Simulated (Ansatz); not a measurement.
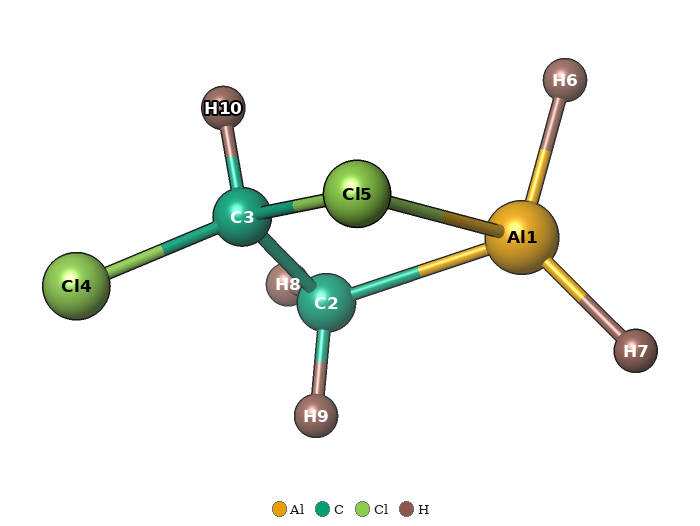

Distant atoms are faded towards the background colour. Computed geometry: PBE0-D4/def2-TZVP optimisation. No frequency run is at hand to confirm it as a minimum.

Q: How is the 4-membered ring Al1–C2–C3–Cl5 puckered?

A: It is puckered (butterfly). The Cremer–Pople amplitude Q is 0.38 Å.

Q: Give the torsion angles round the ring, beginning with the bond from its second to its third atom.

A: −31°, 25°, −18°, 22°.
